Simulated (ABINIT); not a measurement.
## SrTiO3 (Tausonite): changed settings of a GW run in ABINIT

What do changed inputs do to GW on SrTiO3 (Tausonite)?

Program: ABINIT 10.8.3. Level of theory: PBE and many-body steps on it, plane waves. Results are calculated unless marked as measured.

## 1. The structure

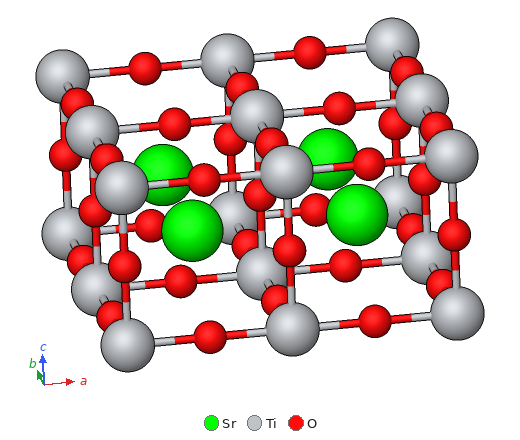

The cell as given, slightly off an axis (strontium green, titanium light grey, oxygen red). 2×2×1 cells are drawn. Some periodic images of atoms are drawn too.

The cell and positions come from the Crystallography Open Database and are kept as given unless a step says otherwise.

## 2. Screening, 4×4×4 mesh, 197 bands, screening to 190.5 eV

This step: ABINIT 10.8.3; RPA screening on PBE, plane waves, norm-conserving pseudopotentials.

The RPA dielectric matrix is built and inverted for each q.

Input file run.abi:

```
acell 3*1.0 Angstrom
rprim 
  3.905280000000 0.000000000000 0.000000000000
  0.000000000000 3.905280000000 0.000000000000
  0.000000000000 0.000000000000 3.905280000000
ntypat 3
znucl 38 22 8
natom 5
typat 1 2 3 3 3
xred 
  0.500000000000 0.500000000000 0.500000000000
  0.000000000000 0.000000000000 0.000000000000
  0.500000000000 0.000000000000 0.000000000000
  0.000000000000 0.500000000000 0.000000000000
  0.000000000000 0.000000000000 0.500000000000
pp_dirpath "pseudos"
pseudos "Sr.upf, Ti.upf, O.upf"
ecut 38
ngkpt 4 4 4
nshiftk 1
shiftk 0 0 0
kptopt 1
chksymbreak 0
istwfk *1
occopt 1
irdwfk 1
optdriver 3
nband 197
ecuteps 7
inclvkb 2
awtr 1
symchi 1
indata_prefix "in"
outdata_prefix "out"
tmpdata_prefix "tmp"
```

Started as:

```console
$ OMP_NUM_THREADS=1 mpirun -n 8 abinit run.abi > log
```

The log of the run:

```text
.Version 10.8.3 of ABINIT. v10.8.2 released Aug 2026.

 Symmetries : space group Pm -3 m (#221); Bravais cP (primitive cubic)
[... echo of the input left out ...]
== DATASET  1 ==================================================================
-   mpi_nproc: 8, omp_nthreads: 1 (-1 if OMP is not activated)

--- !DatasetInfo
iteration_state: {dtset: 1, }
dimensions: {natom: 5, nkpt: 10, mband: 197, nsppol: 1, nspinor: 1, nspden: 1, mpw: 4632, }
cutoff_energies: {ecut:  38.0, pawecutdg:  -1.0, }
electrons: {nelect:   4.00000000E+01, charge:   0.00000000E+00, occopt:   1.00000000E+00, tsmear:   1.00000000E-02, }

 SCREENING: Calculation of the susceptibility and dielectric matrices

 Based on a program developped by R.W. Godby, V. Olevano, G. Onida, and L. Reining.
 Incorporated in ABINIT by V. Olevano, G.-M. Rignanese, and M. Torrent.
.Using double precision arithmetic ; gwpc =  8

[... cell and pseudopotentials left out ...]
--------------------------------------------------------------------------------

 ==== K-mesh for the wavefunctions ====
 Number of points in the irreducible wedge :    10
[... list of points left out ...]
 Together with 48 symmetry operations and time-reversal symmetry
 yields    64 points in the full Brillouin Zone.

 ==== Q-mesh for the screening function ====
 Number of points in the irreducible wedge :    10
[... list of points left out ...]
 Together with 48 symmetry operations and time-reversal symmetry
 yields    64 points in the full Brillouin Zone.

 setmesh: FFT mesh size selected  =    30x   30x   30
          total number of points  =        27000

 vcoul_init : cutoff-mode = AUXILIARY_FUNCTION
 q-points for optical limit:   1
     1)      0.000010    0.000020    0.000030

- screening: taking advantage of time-reversal symmetry
- Maximum band index for partially occupied states nbvw = 20
- Remaining bands to be divided among processors   nbcw = 177
- Number of bands treated by each node ~22

 Number of electrons calculated from density =   40.0000; Expected =   40.0000
 average of density, n =  0.099519
 r_s =    1.3387
 omega_plasma =   30.4305 [eV]

 calculating chi0 at frequencies [eV] :
  1    0.000000E+00    0.000000E+00
  2    0.000000E+00    3.043050E+01

--------------------------------------------------------------------------------
  q-point number  1        q = ( 0.000000, 0.000000, 0.000000) [r.l.u.]
--------------------------------------------------------------------------------
[... chi0 elements left out ...]
 For q-point:  0.000010 0.000020 0.000030
  dielectric constant =   6.3915
  dielectric constant without local fields =   6.7756

  Average fulfillment of the sum rule on Im[epsilon] for q-point    1 :     75.07  [%]
[... wings left out ...]
  q-point number  2        q = ( 0.250000, 0.000000, 0.000000) [r.l.u.]
--------------------------------------------------------------------------------
[... chi0 elements left out ...]
  Average fulfillment of the sum rule on Im[epsilon] for q-point    2 :     83.03  [%]

 [... 8 further q-points ...]
```

Run time: 5 min. Hardware: 8 MPI ranks of Arm Neoverse V1, shared host; peak memory 2.5 GiB; 36 min of CPU time.

This step gave:

| Item | Value |
| --- | --- |
| ε∞ with local fields, on this mesh, along the program's q direction | 6.391 |
| the same without local fields | 6.776 |
| plasma frequency | 30.43 eV |
| plane waves in the screening matrix | 365 |

Local fields lower ε∞ by 6 %. On a Γ-centred mesh this coarse the value itself is usually too large, while a short band sum pulls it down.

## 3. Base

The self-energy is evaluated for the states that the input lists, and the levels follow from it, in one-shot runs by the linearised quasiparticle equation.

This step: G0W0 on PBE, plane waves, norm-conserving pseudopotentials.

Changes to run.abi since step 2:

```diff
@@ -26,8 +26,17 @@
 irdwfk 1
-optdriver 3
+optdriver 4
 nband 197
+gwcalctyp 0
+ecutsigx 38
+symsigma 1
+nkptgw 2
+kptgw 
+  0.5000000000 0.5000000000 0.5000000000
+  0.0000000000 0.0000000000 0.0000000000
+bdgw 
+  18 23
+  18 23
 ecuteps 7
-inclvkb 2
-awtr 1
-symchi 1
+irdscr 1
+ppmodel 1
 indata_prefix "in"
```

The log of the run:

```text
.Version 10.8.3 of ABINIT. v10.8.2 released Aug 2026.

 Symmetries : space group Pm -3 m (#221); Bravais cP (primitive cubic)
[... echo of the input left out ...]
== DATASET  1 ==================================================================
-   mpi_nproc: 8, omp_nthreads: 1 (-1 if OMP is not activated)

--- !DatasetInfo
iteration_state: {dtset: 1, }
dimensions: {natom: 5, nkpt: 10, mband: 197, nsppol: 1, nspinor: 1, nspden: 1, mpw: 4632, }
cutoff_energies: {ecut:  38.0, pawecutdg:  -1.0, }
electrons: {nelect:   4.00000000E+01, charge:   0.00000000E+00, occopt:   1.00000000E+00, tsmear:   1.00000000E-02, }

 SIGMA: Calculation of the GW corrections

 Based on a program developped by R.W. Godby, V. Olevano, G. Onida, and L. Reining.
 Incorporated in ABINIT by V. Olevano, G.-M. Rignanese, and M. Torrent.
.Using double precision arithmetic ; gwpc =  8

[... cell and pseudopotentials left out ...]
--------------------------------------------------------------------------------

 ==== K-mesh for the wavefunctions ====
 Number of points in the irreducible wedge :    10
[... list of points left out ...]
 Together with 48 symmetry operations and time-reversal symmetry
 yields    64 points in the full Brillouin Zone.

 ==== Q-mesh for screening function ====
 Number of points in the irreducible wedge :    10
[... list of points left out ...]
 Together with 48 symmetry operations and time-reversal symmetry
 yields    64 points in the full Brillouin Zone.

 vcoul_init : cutoff-mode = AUXILIARY_FUNCTION
 q-points for optical limit:   1
     1)      0.000010    0.000020    0.000030
 setmesh: FFT mesh size selected  =    45x   45x   45
          total number of points  =        91125

 Number of electrons calculated from density =   40.0000; Expected =   40.0000
 average of density, n =  0.099519
 r_s =    1.3387
 omega_plasma =   30.4305 [eV]

 === KS Band Gaps ===
  >>>> For spin  1
   Minimum direct gap =   2.2628 [eV], located at k-point      :   0.0000  0.0000  0.0000
   Fundamental gap    =   1.9077 [eV], Top of valence bands at :   0.5000  0.5000  0.5000
                                       Bottom of conduction at :   0.0000  0.0000  0.0000
 SIGMA fundamental parameters:
 PLASMON POLE MODEL  1
 number of plane-waves for SigmaX                 4457
 number of plane-waves for SigmaC and W            365
 number of plane-waves for wavefunctions          4457
 number of bands                                   197
 number of independent spin polarizations            1
 number of spinorial components                      1
 number of k-points in IBZ                          10
 number of q-points in IBZ                          10
 number of symmetry operations                      48
 number of k-points in BZ                           64
 number of q-points in BZ                           64
 number of frequencies for dSigma/dE                 9
 frequency step for dSigma/dE [eV]                0.25
 number of omega for Sigma on real axis              0
 max omega for Sigma on real axis  [eV]           0.00
 zcut for avoiding poles [eV]                     0.10

 EPSILON^-1 parameters (SCR file):
 dimension of the eps^-1 matrix on file            365
 dimension of the eps^-1 matrix used               365
 number of plane-waves for wavefunctions          4457
 number of bands                                   197
 number of q-points in IBZ                          10
 number of frequencies                               2
 number of real frequencies                          1
 number of imag frequencies                          1

 matrix elements of self-energy operator (all in [eV])

 Perturbative Calculation

--- !SelfEnergy_ee
iteration_state: {dtset: 1, }
kpoint     : [   0.500,    0.500,    0.500, ]
spin       : 1
KS_gap     :    4.517
QP_gap     :    6.363
Delta_QP_KS:    1.846
data: !SigmaeeData |
     Band     E0 <VxcDFT>   SigX SigC(E0)      Z dSigC/dE  Sig(E)    E-E0       E
       18   6.925 -20.195 -25.189   4.746   0.767  -0.305 -20.384  -0.190   6.736
       19   6.925 -20.195 -25.189   4.746   0.767  -0.305 -20.384  -0.190   6.736
       20   6.925 -20.195 -25.189   4.746   0.767  -0.305 -20.384  -0.190   6.736
       21  11.442 -21.983 -12.959  -6.731   0.722  -0.385 -20.327   1.656  13.098
       22  11.442 -21.983 -12.959  -6.731   0.722  -0.385 -20.327   1.656  13.098
       23  11.442 -21.983 -12.959  -6.731   0.722  -0.385 -20.327   1.656  13.098

--- !SelfEnergy_ee
iteration_state: {dtset: 1, }
kpoint     : [   0.000,    0.000,    0.000, ]
spin       : 1
KS_gap     :    2.263
QP_gap     :    3.853
Delta_QP_KS:    1.590
data: !SigmaeeData |
     Band     E0 <VxcDFT>   SigX SigC(E0)      Z dSigC/dE  Sig(E)    E-E0       E
[...]
21   8.833 -18.883 -11.450  -5.663   0.781  -0.281 -17.500   1.382  10.215
       22   8.833 -18.883 -11.450  -5.663   0.781  -0.281 -17.500   1.382  10.215
       23   8.833 -18.883 -11.450  -5.663   0.781  -0.281 -17.500   1.382  10.215

== END DATASET(S) ==============================================================
================================================================================

 -outvars: echo values of variables after computation  --------
           etotal      0.0000000000E+00
            nband         197
             nkpt          10
          spgroup         221
 [... the other variables as echoed above ...]

 Calculation completed.
```

It took 46 s on 8 MPI ranks; peak memory 2.4 GiB.

Numbers from this step:

```yaml
g0w0_gap_on_the_points_computed: 3.479 eV
starting_gap_on_the_mesh: 1.908 eV
k_of_the_valence_top: 0.5, 0.5, 0.5
k_of_the_conduction_bottom: 0, 0, 0
z_at_the_valence_top: 0.767
z_at_the_conduction_bottom: 0.781
least_direct_g0w0_gap_on_the_computed_points: 3.852 eV
```

The gap on the mesh goes from 1.91 eV to 3.48 eV, a correction of +1.57 eV.

## 4. Coulomb singularity

Changes to run.abi since step 3:

```diff
@@ -41,2 +41,3 @@
 ppmodel 1
+gw_icutcoul 7
 indata_prefix "in"
```

The log of the run:

```text
.Version 10.8.3 of ABINIT. v10.8.2 released Aug 2026.

 Symmetries : space group Pm -3 m (#221); Bravais cP (primitive cubic)
[... echo of the input left out ...]
== DATASET  1 ==================================================================
-   mpi_nproc: 8, omp_nthreads: 1 (-1 if OMP is not activated)

--- !DatasetInfo
iteration_state: {dtset: 1, }
dimensions: {natom: 5, nkpt: 10, mband: 197, nsppol: 1, nspinor: 1, nspden: 1, mpw: 4632, }
cutoff_energies: {ecut:  38.0, pawecutdg:  -1.0, }
electrons: {nelect:   4.00000000E+01, charge:   0.00000000E+00, occopt:   1.00000000E+00, tsmear:   1.00000000E-02, }

 SIGMA: Calculation of the GW corrections

 Based on a program developped by R.W. Godby, V. Olevano, G. Onida, and L. Reining.
 Incorporated in ABINIT by V. Olevano, G.-M. Rignanese, and M. Torrent.
.Using double precision arithmetic ; gwpc =  8

[... cell and pseudopotentials left out ...]
--------------------------------------------------------------------------------

 ==== K-mesh for the wavefunctions ====
 Number of points in the irreducible wedge :    10
[... list of points left out ...]
 Together with 48 symmetry operations and time-reversal symmetry
 yields    64 points in the full Brillouin Zone.

 ==== Q-mesh for screening function ====
 Number of points in the irreducible wedge :    10
[... list of points left out ...]
 Together with 48 symmetry operations and time-reversal symmetry
 yields    64 points in the full Brillouin Zone.

 vcoul_init : cutoff-mode = AUX_GB
 q-points for optical limit:   1
     1)      0.000010    0.000020    0.000030
 setmesh: FFT mesh size selected  =    45x   45x   45
          total number of points  =        91125

 Number of electrons calculated from density =   40.0000; Expected =   40.0000
[...]
number of omega for Sigma on real axis              0
 max omega for Sigma on real axis  [eV]           0.00
 zcut for avoiding poles [eV]                     0.10

 EPSILON^-1 parameters (SCR file):
 dimension of the eps^-1 matrix on file            365
 dimension of the eps^-1 matrix used               365
 number of plane-waves for wavefunctions          4457
 number of bands                                   197
 number of q-points in IBZ                          10
 number of frequencies                               2
 number of real frequencies                          1
 number of imag frequencies                          1

 matrix elements of self-energy operator (all in [eV])

 Perturbative Calculation

--- !SelfEnergy_ee
iteration_state: {dtset: 1, }
kpoint     : [   0.500,    0.500,    0.500, ]
spin       : 1
KS_gap     :    4.517
QP_gap     :    6.364
Delta_QP_KS:    1.847
data: !SigmaeeData |
     Band     E0 <VxcDFT>   SigX SigC(E0)      Z dSigC/dE  Sig(E)    E-E0       E
       18   6.925 -20.195 -25.200   4.751   0.766  -0.305 -20.389  -0.195   6.731
       19   6.925 -20.195 -25.200   4.751   0.766  -0.305 -20.389  -0.195   6.731
       20   6.925 -20.195 -25.200   4.751   0.766  -0.305 -20.389  -0.195   6.731
[...]
--- !SelfEnergy_ee
iteration_state: {dtset: 1, }
kpoint     : [   0.000,    0.000,    0.000, ]
spin       : 1
KS_gap     :    2.263
QP_gap     :    3.854
Delta_QP_KS:    1.591
data: !SigmaeeData |
     Band     E0 <VxcDFT>   SigX SigC(E0)      Z dSigC/dE  Sig(E)    E-E0       E
[...]
22   8.833 -18.883 -11.450  -5.667   0.781  -0.281 -17.504   1.379  10.211
       23   8.833 -18.883 -11.450  -5.667   0.781  -0.281 -17.504   1.379  10.211

== END DATASET(S) ==============================================================
================================================================================

 -outvars: echo values of variables after computation  --------
           etotal      0.0000000000E+00
            nband         197
             nkpt          10
          spgroup         221
 [... the other variables as echoed above ...]

 Calculation completed.
```

Wall time 48 s (8 MPI ranks); peak memory 2.4 GiB; 5.1 min of CPU time.

This step gave:

| Quantity | Value |
| --- | --- |
| G0W0 gap on the points computed | 3.480 eV |
| starting gap on the mesh | 1.908 eV |
| k of the valence top | 0.5, 0.5, 0.5 |
| k of the conduction bottom | 0, 0, 0 |
| Z at the valence top | 0.766 |
| Z at the conduction bottom | 0.781 |
| least direct G0W0 gap on the computed points | 3.853 eV |

Against G0W0 in ABINIT (4×4×4 mesh, 197 bands, screening to 190.5 eV, Godby-Needs plasmon pole), the gap moves by +0.001 eV.

## 5. The runs together

Times are wall times on 8 MPI ranks of Arm Neoverse V1, shared host, good to a factor of about two. A run's time includes the screening step that it read.

```tsv
run	mesh	bands	screening cutoff (eV)	DFT gap (eV)	gap on the mesh (eV)	direct (eV)	ε∞ used	time
base	4×4×4	197	190.5	1.908	3.479	3.852	6.39	5.7 min
Coulomb singularity	4×4×4	197	190.5	1.908	3.480	3.853	6.39	5.8 min
```

## 6. Summary of results

- base: 3.479 eV
- Coulomb singularity: 3.480 eV
- known limits: not at the basis limit; no spin-orbit coupling; coarse k mesh

Coulomb singularity: +0.001 eV against base (keys changed: gw_icutcoul). Bands and cutoff are finite, so the gap is not at the basis limit. The miss can reach some tenths of an eV and take either sign; the mesh is an error of its own. In the G0W0 runs levels were corrected at 2 k points alone, so a gap called «on the mesh» is the least over those, and an edge elsewhere would be missed. The 4×4×4 mesh is coarse for this cell, which bears on the long-range parts of exchange and screening. This is the ideal cubic cell; many perovskites, halides above all, are cubic only on average, and local tilts or off-centring can widen the gap. The many-body steps are scalar-relativistic: spin-orbit coupling is not in them.

[Paths, hosts, dates, memory and timing lines, banners, echoed tables and standing remarks are left out of the program output.]

[Logs are printed without paths, hosts, clocks, repeated set-up lines and the standing remarks that a program may print on its own settings, such as how far it seeks lower states.]

[Runs of the session that timed out or met a known fault of the program may be left out.]

[Hosts, paths, dates, database ids (printed as entryN), source tags and the programs' standing remarks are cut or masked in the printed files.]

[G0W0 gaps are taken among the corrected bands and points alone; a level outside them can change the order at an edge.]

[Where Ansatz stands beside ABINIT at settings called matched, ABINIT's density can come from a denser mesh and the files from another edition; pairs whose starting gaps differed by over 0.03 eV were left out, so agreement reads better than it is.]
